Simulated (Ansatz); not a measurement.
**C12H4AuF21S: single points with varied inputs**

Aim: run C12H4AuF21S under a spread of inputs, and see what each costs and gives.

Computed with Ansatz 0.2.0, Gaussian basis. Level: the settings change from run to run.

### 1 The molecule

The structure was relaxed beforehand with PBE-D4/def2-SVP. Au takes a core potential in def2 sets; no spin-orbit term is included.

39 atoms, charge 0, spin multiplicity 1.

Atoms are counted from 1 here; the program's logs count them from 0.

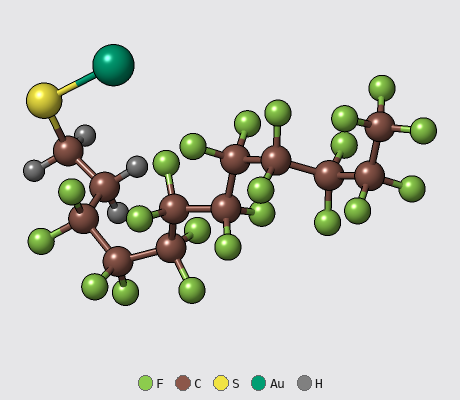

The geometry (fluorine green, carbon brown, sulfur yellow, gold teal, hydrogen grey).

Coordinates:

```xyz
39
C12H4AuF21S
F     6.1308    1.5670    0.6086
C     6.1925    0.9152   -0.5622
F     5.7493    1.7163   -1.5437
F     7.4726    0.5977   -0.8067
C     5.3551   -0.4031   -0.4995
F     5.6514   -1.0307    0.6612
F     5.7492   -1.1804   -1.5378
C     3.7913   -0.3002   -0.6267
F     3.4884    0.1660   -1.8598
F     3.3420   -1.5761   -0.5109
C     3.0620    0.5755    0.4341
F     3.3643    0.1222    1.6691
F     3.5161    1.8512    0.3060
C     1.4942    0.6929    0.3036
F     1.1108    1.4683    1.3496
F     1.2171    1.3404   -0.8508
C     0.6662   -0.6378    0.3424
F     1.1946   -1.4711    1.2653
F     0.7336   -1.2117   -0.8835
C    -0.8429   -0.3879    0.7079
F    -1.2589    0.7319    0.0533
F    -0.9297   -0.1948    2.0386
C    -1.7749   -1.5732    0.2848
F    -1.9217   -1.5373   -1.0662
F    -1.1632   -2.7349    0.6248
C    -3.2075   -1.6153    0.9288
F    -3.8412   -2.6628    0.3289
F    -3.0651   -1.8955    2.2438
C    -4.1196   -0.3532    0.7816
F    -3.5457    0.6337    1.5290
F    -5.3007   -0.6882    1.3919
C    -4.3875    0.0775   -0.6529
C    -5.4614    1.1520   -0.8233
S    -5.1248    2.8171   -0.1304
Au   -3.0905    3.3558   -1.0006
H    -3.4369    0.4194   -1.1072
H    -4.7042   -0.8338   -1.2016
H    -6.3902    0.8505   -0.2911
H    -5.7147    1.2378   -1.8983
```

### 2 wB97X-V/def2-SVP

This run has charge +1, multiplicity 2, restricted open-shell orbitals, density fitting with def2-universal-jkfit.

in.yaml reads:

```yaml
crystal:
  periodic: [false, false, false]
  atoms:
    - {symbol: F, position_ang: [6.130826, 1.566956, 0.608567]}
    - {symbol: C, position_ang: [6.192465, 0.915210, -0.562178]}
    - {symbol: F, position_ang: [5.749282, 1.716275, -1.543702]}
    - {symbol: F, position_ang: [7.472581, 0.597721, -0.806726]}
    - {symbol: C, position_ang: [5.355149, -0.403111, -0.499496]}
    - {symbol: F, position_ang: [5.651397, -1.030676, 0.661230]}
    - {symbol: F, position_ang: [5.749215, -1.180440, -1.537816]}
    - {symbol: C, position_ang: [3.791299, -0.300241, -0.626724]}
    - {symbol: F, position_ang: [3.488368, 0.166000, -1.859769]}
    - {symbol: F, position_ang: [3.341980, -1.576147, -0.510904]}
    - {symbol: C, position_ang: [3.061985, 0.575492, 0.434052]}
    - {symbol: F, position_ang: [3.364344, 0.122229, 1.669127]}
    - {symbol: F, position_ang: [3.516119, 1.851168, 0.306012]}
    - {symbol: C, position_ang: [1.494192, 0.692905, 0.303551]}
    - {symbol: F, position_ang: [1.110769, 1.468253, 1.349563]}
    - {symbol: F, position_ang: [1.217127, 1.340422, -0.850834]}
    - {symbol: C, position_ang: [0.666189, -0.637804, 0.342382]}
    - {symbol: F, position_ang: [1.194570, -1.471105, 1.265329]}
    - {symbol: F, position_ang: [0.733582, -1.211724, -0.883473]}
    - {symbol: C, position_ang: [-0.842906, -0.387944, 0.707923]}
    - {symbol: F, position_ang: [-1.258946, 0.731911, 0.053258]}
    - {symbol: F, position_ang: [-0.929706, -0.194841, 2.038551]}
    - {symbol: C, position_ang: [-1.774908, -1.573182, 0.284841]}
    - {symbol: F, position_ang: [-1.921663, -1.537305, -1.066192]}
    - {symbol: F, position_ang: [-1.163250, -2.734924, 0.624798]}
    - {symbol: C, position_ang: [-3.207527, -1.615338, 0.928827]}
    - {symbol: F, position_ang: [-3.841206, -2.662762, 0.328890]}
    - {symbol: F, position_ang: [-3.065127, -1.895535, 2.243840]}
    - {symbol: C, position_ang: [-4.119632, -0.353198, 0.781586]}
    - {symbol: F, position_ang: [-3.545672, 0.633683, 1.529027]}
    - {symbol: F, position_ang: [-5.300670, -0.688232, 1.391933]}
    - {symbol: C, position_ang: [-4.387470, 0.077471, -0.652938]}
    - {symbol: C, position_ang: [-5.461448, 1.152015, -0.823317]}
    - {symbol: S, position_ang: [-5.124759, 2.817082, -0.130366]}
    - {symbol: Au, position_ang: [-3.090465, 3.355823, -1.000629]}
    - {symbol: H, position_ang: [-3.436914, 0.419412, -1.107199]}
    - {symbol: H, position_ang: [-4.704237, -0.833826, -1.201586]}
    - {symbol: H, position_ang: [-6.390223, 0.850478, -0.291116]}
    - {symbol: H, position_ang: [-5.714698, 1.237817, -1.898324]}
basis:
  gaussian: {orbitals: def2-SVP, fitting: {mean_field: def2-universal-jkfit}}
total_charge: 1
magnetization: {spin_polarized: false, initial_magnetization: 1}
hamiltonian: {xc: {name: wB97X-V}}
scf: {omitted_lower_state_checks: [starts]}
```

On the command line:

```bash
> ansatz run in.yaml --threads 2 --pin off --events-out ev --progress --plain --max-ram 32768MiB --backend cuda --devices 0, --max-vram 18GiB
```

The program printed:

```text
Functional definition: wB97X-V
  name "wB97X-V"
  cite "Mardirossian & Head-Gordon, Phys. Chem. Chem. Phys. 16, 9904 (2014) doi:10.1039/C3CP54374A"
  cite "Becke, J. Chem. Phys. 107, 8554 (1997) doi:10.1063/1.475007"
  cite "Vydrov & Van Voorhis, J. Chem. Phys. 133, 244103 (2010) doi:10.1063/1.3521275"
  parameter omega = 0.3/bohr
  parameter cx = 0.167
  parameter cx1 = 0.603
  parameter cx2 = 1.194
  parameter css0 = 0.556
  parameter css1 = -0.257
  parameter cos0 = 1.219
  parameter cos1 = -1.850
  parameter b = 6.0
  parameter c = 0.01
  exchange = spin_sum(e_x_unif_sr(omega)*poly(b97_u_x, 1 - cx, cx1, cx2)) + cx*exact_x_sr(omega) + exact_x_lr(omega)
  correlation = spin_sum(e_c_pw_same_spin*poly(b97_u_same, css0, css1))
      + integral(e_c_pw_opposite_spin*poly(b97_u_opposite, cos0, cos1)) + vv10(b, c)
these checks for a lower state are left out or cut short: starts
2964 factors; integrals over basis functions are off by at most 2.3e-1 eV
2964 factors; integrals over basis functions are off by at most 3.3e-7 eV
mean field evaluation 1: about -83981.4275 eV, gradient 1.1e2 eV
mean field evaluation 2: about -83981.4757 eV, gradient 1.1e2 eV
mean field evaluation 4: about -84002.4412 eV, gradient 1.3e1 eV
mean field evaluation 8: about -84002.9538 eV, gradient 4.0e-1 eV
mean field evaluation 16: about -84002.9559 eV, gradient 1.8e-3 eV
mean field -84002.95591913 eV, -3087.0516907794 hartree, gradient 7.0e-5 eV, S^2 0.750000; 0 other end points of the search recorded, 0 dependent functions left out
reference -84002.95591637 eV, -3087.0516906781 hartree; 150, 149 occupied and 382, 383 virtual orbitals, 2964 factors
Total energy: -84002.95591637 eV, -3087.0516906781 hartree
Checks for a lower state left out: starts
```

It took 20 s on 1 × H100 (card shared with other runs) with 2 threads of AMD EPYC 7R13, shared host; peak host memory 1.7 GiB.

### 3 SVWN5/def2-SVP

Set apart from the defaults: atoms shaken by 0.03 Å, density fitting with def2-universal-jkfit, a grid of angular degree 47.

in.yaml reads:

```yaml
crystal:
  periodic: [false, false, false]
  atoms:
    - {symbol: F, position_ang: [6.137211, 1.582760, 0.611538]}
    - {symbol: C, position_ang: [6.216394, 0.963799, -0.573265]}
    - {symbol: F, position_ang: [5.743520, 1.705363, -1.561568]}
    - {symbol: F, position_ang: [7.503776, 0.605723, -0.820148]}
    - {symbol: C, position_ang: [5.337977, -0.391364, -0.515407]}
    - {symbol: F, position_ang: [5.692605, -1.016824, 0.621983]}
    - {symbol: F, position_ang: [5.777621, -1.174464, -1.533238]}
    - {symbol: C, position_ang: [3.763462, -0.294093, -0.567590]}
    - {symbol: F, position_ang: [3.483470, 0.161337, -1.892468]}
    - {symbol: F, position_ang: [3.323418, -1.547479, -0.478526]}
    - {symbol: C, position_ang: [3.099036, 0.609401, 0.445296]}
    - {symbol: F, position_ang: [3.406865, 0.101550, 1.614556]}
    - {symbol: F, position_ang: [3.494733, 1.863163, 0.295724]}
    - {symbol: C, position_ang: [1.529493, 0.672052, 0.349643]}
    - {symbol: F, position_ang: [1.090994, 1.454357, 1.317265]}
    - {symbol: F, position_ang: [1.196807, 1.381049, -0.822202]}
    - {symbol: C, position_ang: [0.653602, -0.609484, 0.303613]}
    - {symbol: F, position_ang: [1.238745, -1.457834, 1.265698]}
    - {symbol: F, position_ang: [0.747860, -1.163633, -0.880368]}
    - {symbol: C, position_ang: [-0.832083, -0.437961, 0.684949]}
    - {symbol: F, position_ang: [-1.270976, 0.710555, 0.050555]}
    - {symbol: F, position_ang: [-0.921124, -0.156094, 2.073572]}
    - {symbol: C, position_ang: [-1.765497, -1.559732, 0.293552]}
    - {symbol: F, position_ang: [-1.961592, -1.537038, -1.039842]}
    - {symbol: F, position_ang: [-1.154343, -2.726202, 0.657164]}
    - {symbol: C, position_ang: [-3.223416, -1.597451, 0.955031]}
    - {symbol: F, position_ang: [-3.833725, -2.622929, 0.347693]}
    - {symbol: F, position_ang: [-3.066761, -1.907586, 2.230426]}
    - {symbol: C, position_ang: [-4.066786, -0.331161, 0.744023]}
    - {symbol: F, position_ang: [-3.486675, 0.637553, 1.493947]}
    - {symbol: F, position_ang: [-5.343082, -0.650435, 1.391817]}
    - {symbol: C, position_ang: [-4.390109, 0.056994, -0.639017]}
    - {symbol: C, position_ang: [-5.416977, 1.150568, -0.784069]}
    - {symbol: S, position_ang: [-5.173563, 2.834662, -0.141981]}
    - {symbol: Au, position_ang: [-3.058372, 3.390869, -1.050452]}
    - {symbol: H, position_ang: [-3.494647, 0.422321, -1.141707]}
    - {symbol: H, position_ang: [-4.681659, -0.856680, -1.175481]}
    - {symbol: H, position_ang: [-6.394956, 0.808400, -0.268054]}
    - {symbol: H, position_ang: [-5.708440, 1.239128, -1.843158]}
basis:
  gaussian: {orbitals: def2-SVP, fitting: {mean_field: def2-universal-jkfit}, final_grid: {core_spheres: 20, valence_spheres: 16, degree: 47}}
hamiltonian: {xc: {name: SVWN5}}
scf: {omitted_lower_state_checks: [starts]}
output: {forces: true}
```

Same command.

The program printed, shortened:

```text
Functional definition: SVWN5
  name "SVWN5"
  cite "Dirac, Proc. Camb. Phil. Soc. 26, 376 (1930) doi:10.1017/S0305004100016108"
  cite "Slater, Phys. Rev. 81, 385 (1951) doi:10.1103/PhysRev.81.385"
  cite "Vosko, Wilk & Nusair, Can. J. Phys. 58, 1200 (1980) doi:10.1139/p80-159"
[...]
2964 factors; integrals over basis functions are off by at most 2.4e-1 eV
[...]
mean field -83523.96244911 eV, -3069.4490054298 hartree, gradient 3.8e-5 eV, S^2 0.000000; 0 other end points of the search recorded, 0 dependent functions left out
[...]
reference -83523.96249980 eV, -3069.4490072924 hartree; 150, 150 occupied and 382, 382 virtual orbitals, 2964 factors
Total energy: -83523.96249980 eV, -3069.4490072924 hartree
Atom 0 at     6.137211     1.582760     0.611538 Å, force     0.167420    -0.192044    -1.052565 eV/Å
[...]
Atom 30 at    -5.343082    -0.650435     1.391817 Å, force     2.412632     0.514760    -1.050709 eV/Å
Atom 31 at    -4.390109     0.056994    -0.639017 Å, force     0.074209     0.725935    -0.003965 eV/Å
Atom 32 at    -5.416977     1.150568    -0.784069 Å, force    -1.684779    -0.287105     0.461981 eV/Å
Atom 33 at    -5.173563     2.834662    -0.141981 Å, force     1.473401    -0.225818    -0.442574 eV/Å
Atom 34 at    -3.058372     3.390869    -1.050452 Å, force    -1.249195    -0.444974     0.558910 eV/Å
Atom 35 at    -3.494647     0.422321    -1.141707 Å, force     0.950024     0.148723    -0.238467 eV/Å
Atom 36 at    -4.681659    -0.856680    -1.175481 Å, force    -0.338427    -0.296625    -0.168724 eV/Å
Atom 37 at    -6.394956     0.808400    -0.268054 Å, force     0.949459     0.431360    -0.275264 eV/Å
Atom 38 at    -5.708440     1.239128    -1.843158 Å, force     0.086051    -0.070821    -0.325571 eV/Å
Dipole moment:     0.121838    -0.028649    -0.445468 e Å
Checks for a lower state left out: starts
```

Run time: 9.5 s. Hardware: 1 × H100 (card shared with other runs) with 2 threads of AMD EPYC 7R13, shared host; peak host memory 1.1 GiB.

Largest force 3.909 eV/Å, dipole 2.22 D.

### 4 rPW86-PBE/def2-SVP

This run has atoms shaken by 0.03 Å, density fitting with def2-universal-jkfit, the search for lower states set to off.

in.yaml reads:

```yaml
crystal:
  periodic: [false, false, false]
  atoms:
    - {symbol: F, position_ang: [6.148061, 1.584398, 0.569894]}
    - {symbol: C, position_ang: [6.223614, 0.902348, -0.522129]}
    - {symbol: F, position_ang: [5.733143, 1.801203, -1.565765]}
    - {symbol: F, position_ang: [7.464570, 0.628141, -0.826576]}
    - {symbol: C, position_ang: [5.336526, -0.455291, -0.547662]}
    - {symbol: F, position_ang: [5.606747, -0.970782, 0.662925]}
    - {symbol: F, position_ang: [5.761445, -1.168576, -1.511721]}
    - {symbol: C, position_ang: [3.777265, -0.297440, -0.626961]}
    - {symbol: F, position_ang: [3.443898, 0.147508, -1.840902]}
    - {symbol: F, position_ang: [3.308323, -1.647338, -0.490948]}
    - {symbol: C, position_ang: [3.075078, 0.572695, 0.395483]}
    - {symbol: F, position_ang: [3.372278, 0.113870, 1.693519]}
    - {symbol: F, position_ang: [3.503271, 1.823256, 0.307279]}
    - {symbol: C, position_ang: [1.434185, 0.680783, 0.329167]}
    - {symbol: F, position_ang: [1.086518, 1.479963, 1.399660]}
    - {symbol: F, position_ang: [1.284056, 1.376150, -0.828279]}
    - {symbol: C, position_ang: [0.687259, -0.626411, 0.356677]}
    - {symbol: F, position_ang: [1.175901, -1.469337, 1.267697]}
    - {symbol: F, position_ang: [0.679936, -1.234129, -0.883410]}
    - {symbol: C, position_ang: [-0.898511, -0.399653, 0.729496]}
    - {symbol: F, position_ang: [-1.216064, 0.732182, 0.016375]}
    - {symbol: F, position_ang: [-0.936690, -0.227372, 2.024626]}
    - {symbol: C, position_ang: [-1.803122, -1.568613, 0.260407]}
    - {symbol: F, position_ang: [-1.970752, -1.527120, -1.072970]}
    - {symbol: F, position_ang: [-1.164189, -2.688932, 0.676990]}
    - {symbol: C, position_ang: [-3.172036, -1.589877, 0.954394]}
    - {symbol: F, position_ang: [-3.802060, -2.695786, 0.333711]}
    - {symbol: F, position_ang: [-3.054759, -1.920234, 2.227110]}
    - {symbol: C, position_ang: [-4.096361, -0.369706, 0.799666]}
    - {symbol: F, position_ang: [-3.537690, 0.628647, 1.535925]}
    - {symbol: F, position_ang: [-5.292061, -0.717832, 1.390586]}
    - {symbol: C, position_ang: [-4.429233, 0.117402, -0.727371]}
    - {symbol: C, position_ang: [-5.468904, 1.161536, -0.846630]}
    - {symbol: S, position_ang: [-5.112493, 2.793389, -0.089067]}
    - {symbol: Au, position_ang: [-3.095390, 3.397876, -1.007421]}
    - {symbol: H, position_ang: [-3.461526, 0.417375, -1.079752]}
    - {symbol: H, position_ang: [-4.700591, -0.840871, -1.240038]}
    - {symbol: H, position_ang: [-6.356890, 0.822648, -0.287931]}
    - {symbol: H, position_ang: [-5.754651, 1.232095, -1.880572]}
basis:
  gaussian: {orbitals: def2-SVP, fitting: {mean_field: def2-universal-jkfit}}
hamiltonian: {xc: {name: rPW86-PBE}}
scf: {lower_state_search: off}
```

Launched as before.

The program printed, shortened:

```text
Functional definition: rPW86-PBE
  name "rPW86-PBE"
  cite "Murray, Lee & Langreth, J. Chem. Theory Comput. 5, 2754 (2009) doi:10.1021/ct900365q"
  cite "Perdew, Burke & Ernzerhof, Phys. Rev. Lett. 77, 3865 (1996) doi:10.1103/PhysRevLett.77.3865"
  parent pbe
[...]
2964 factors; integrals over basis functions are off by at most 2.1e-1 eV
[...]
mean field -84164.72619143 eV, -3092.9966386347 hartree, gradient 6.6e-6 eV, S^2 0.000000; 0 other end points of the search recorded, 0 dependent functions left out
reference -84164.72635285 eV, -3092.9966445668 hartree; 150, 150 occupied and 382, 382 virtual orbitals, 2964 factors
Total energy: -84164.72635285 eV, -3092.9966445668 hartree
Checks for a lower state left out: stability, starts, cluster_reference, orbital_swaps, neighbouring_geometries, increment
```

It took 7.5 s on 1 × H100 (card shared with other runs) with 2 threads of AMD EPYC 7R13, shared host; peak host memory 1.1 GiB.

### 5 RPA/def2-SVP

This run has density fitting with def2-universal-jkfit.

in.yaml reads:

```yaml
crystal:
  periodic: [false, false, false]
  atoms:
    - {symbol: F, position_ang: [6.130826, 1.566956, 0.608567]}
    - {symbol: C, position_ang: [6.192465, 0.915210, -0.562178]}
    - {symbol: F, position_ang: [5.749282, 1.716275, -1.543702]}
    - {symbol: F, position_ang: [7.472581, 0.597721, -0.806726]}
    - {symbol: C, position_ang: [5.355149, -0.403111, -0.499496]}
    - {symbol: F, position_ang: [5.651397, -1.030676, 0.661230]}
    - {symbol: F, position_ang: [5.749215, -1.180440, -1.537816]}
    - {symbol: C, position_ang: [3.791299, -0.300241, -0.626724]}
    - {symbol: F, position_ang: [3.488368, 0.166000, -1.859769]}
    - {symbol: F, position_ang: [3.341980, -1.576147, -0.510904]}
    - {symbol: C, position_ang: [3.061985, 0.575492, 0.434052]}
    - {symbol: F, position_ang: [3.364344, 0.122229, 1.669127]}
    - {symbol: F, position_ang: [3.516119, 1.851168, 0.306012]}
    - {symbol: C, position_ang: [1.494192, 0.692905, 0.303551]}
    - {symbol: F, position_ang: [1.110769, 1.468253, 1.349563]}
    - {symbol: F, position_ang: [1.217127, 1.340422, -0.850834]}
    - {symbol: C, position_ang: [0.666189, -0.637804, 0.342382]}
    - {symbol: F, position_ang: [1.194570, -1.471105, 1.265329]}
    - {symbol: F, position_ang: [0.733582, -1.211724, -0.883473]}
    - {symbol: C, position_ang: [-0.842906, -0.387944, 0.707923]}
    - {symbol: F, position_ang: [-1.258946, 0.731911, 0.053258]}
    - {symbol: F, position_ang: [-0.929706, -0.194841, 2.038551]}
    - {symbol: C, position_ang: [-1.774908, -1.573182, 0.284841]}
    - {symbol: F, position_ang: [-1.921663, -1.537305, -1.066192]}
    - {symbol: F, position_ang: [-1.163250, -2.734924, 0.624798]}
    - {symbol: C, position_ang: [-3.207527, -1.615338, 0.928827]}
    - {symbol: F, position_ang: [-3.841206, -2.662762, 0.328890]}
    - {symbol: F, position_ang: [-3.065127, -1.895535, 2.243840]}
    - {symbol: C, position_ang: [-4.119632, -0.353198, 0.781586]}
    - {symbol: F, position_ang: [-3.545672, 0.633683, 1.529027]}
    - {symbol: F, position_ang: [-5.300670, -0.688232, 1.391933]}
    - {symbol: C, position_ang: [-4.387470, 0.077471, -0.652938]}
    - {symbol: C, position_ang: [-5.461448, 1.152015, -0.823317]}
    - {symbol: S, position_ang: [-5.124759, 2.817082, -0.130366]}
    - {symbol: Au, position_ang: [-3.090465, 3.355823, -1.000629]}
    - {symbol: H, position_ang: [-3.436914, 0.419412, -1.107199]}
    - {symbol: H, position_ang: [-4.704237, -0.833826, -1.201586]}
    - {symbol: H, position_ang: [-6.390223, 0.850478, -0.291116]}
    - {symbol: H, position_ang: [-5.714698, 1.237817, -1.898324]}
basis:
  gaussian: {orbitals: def2-SVP, fitting: {mean_field: def2-universal-jkfit}}
hamiltonian: {xc: {name: PBE0}}
correlation: {method: rpa}
scf: {omitted_lower_state_checks: [starts]}
```

Same command.

The program printed, shortened:

```text
Functional definition: PBE0
  name "PBE0"
  cite "Adamo & Barone, J. Chem. Phys. 110, 6158 (1999) doi:10.1063/1.478522"
  cite "Perdew, Burke & Ernzerhof, Phys. Rev. Lett. 77, 3865 (1996) doi:10.1103/PhysRevLett.77.3865"
  parent pbe
[...]
2964 factors; integrals over basis functions are off by at most 2.3e-1 eV
[...]
mean field -83963.26373167 eV, -3085.5930297947 hartree, gradient 2.3e-6 eV, S^2 0.000000; 0 other end points of the search recorded, 0 dependent functions left out
38 core orbitals not correlated: weight in the atoms' cores, before any rotation towards them, 1.000 or more for the frozen orbitals, at most 0.000 for the correlated occupied ones
reference -83671.11150490 eV, -3074.8566334885 hartree; 112, 112 occupied and 382, 382 virtual orbitals, 2964 factors
Total energy: -83886.52014033 eV, -3082.7727548314 hartree
Checks for a lower state left out: starts
```

It took 10 s on 1 × H100 (card shared with other runs) with 2 threads of AMD EPYC 7R13, shared host; peak host memory 2.6 GiB.

### 6 All runs side by side

| level | charge | multiplicity | geometry | functions | energy (eV) | time |
| --- | --- | --- | --- | --- | --- | --- |
| wB97X-V/def2-SVP | 1 | 2 | relaxed | 532 | -84002.956 | 20 s |
| SVWN5/def2-SVP | 0 | 1 | shaken | 532 | -83523.962 | 9.5 s |
| rPW86-PBE/def2-SVP | 0 | 1 | shaken | 532 | -84164.726 | 7.5 s |
| RPA/def2-SVP | 0 | 1 | relaxed | 532 | -83886.520 | 10 s |

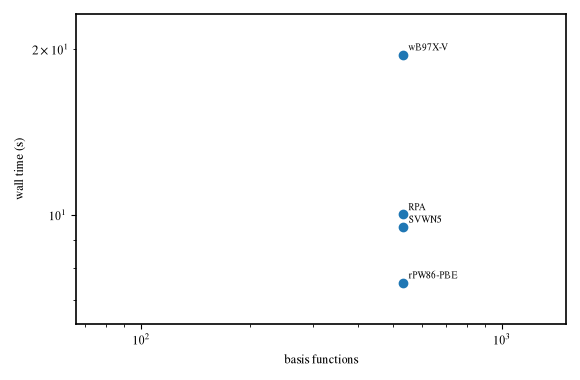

Wall time against the number of basis functions (shared host).

### 7 Results

```
quantity                      value
    runs                          4
quickest  rPW86-PBE/def2-SVP, 7.5 s
 slowest     wB97X-V/def2-SVP, 20 s
```

What this shows: The runs differ in state or geometry as well as level, so their energies can't be set against each other. Run time spans a factor of 3, from rPW86-PBE/def2-SVP to wB97X-V/def2-SVP. The jobs differ in tasks and options as well as level.
